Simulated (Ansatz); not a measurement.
# C2HF2Sn: the cost of one run

Computed with Ansatz 0.2.0, Gaussian basis. Level: the settings change from run to run.

## 1. The molecule

The geometry comes from an earlier relaxation with PBE0-D4 in a triple-zeta def2 set; it is a stationary point. Sn takes a core potential in def2 sets; no spin-orbit term is included.

SMILES `C#[C][Sn]([F])[F]`, 6 atoms, charge 0, spin multiplicity 2.

Atoms are counted from 1 here; the program's logs count them from 0.

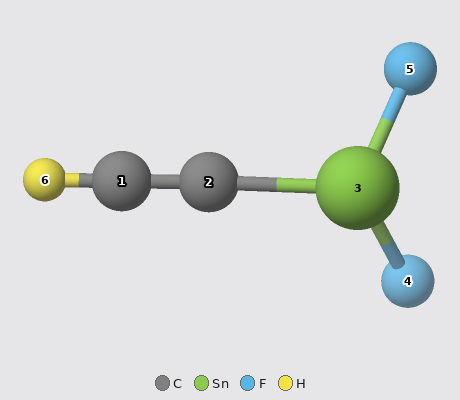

The geometry (carbon grey, tin green, fluorine blue, hydrogen yellow); atoms are numbered from 1 in the order of the file.

## 2. B3LYP/ANO-RCC-VTZP

This run has a grid of angular degree 11, D4 dispersion.

The input, in.yaml:

```yaml
crystal:
  periodic: [false, false, false]
  atoms:
    - {symbol: C, position_ang: [-0.230698, 0.672594, 1.751827]}
    - {symbol: C, position_ang: [0.006686, 0.182234, 0.674925]}
    - {symbol: Sn, position_ang: [0.640376, -0.801075, -1.043969]}
    - {symbol: F, position_ang: [-0.857251, -1.773346, -1.733269]}
    - {symbol: F, position_ang: [0.954482, 0.529919, -2.383041]}
    - {symbol: H, position_ang: [-0.471495, 1.125773, 2.687427]}
basis:
  gaussian: {orbitals: ANO-RCC-VTZP, final_grid: {core_spheres: 5, valence_spheres: 4, degree: 11}}
magnetization: {spin_polarized: true, initial_magnetization: 1}
hamiltonian: {xc: {name: B3LYP}, dispersion: d4}
output: {forces: true}
```

Started as:

```
ansatz run in.yaml --threads 4 --pin off --events-out ev --progress --plain --max-ram 10444MiB
```

What time and memory should one allow on 4 threads of Arm Neoverse V1, shared host?

About 11 s, with a peak of 1 GiB.
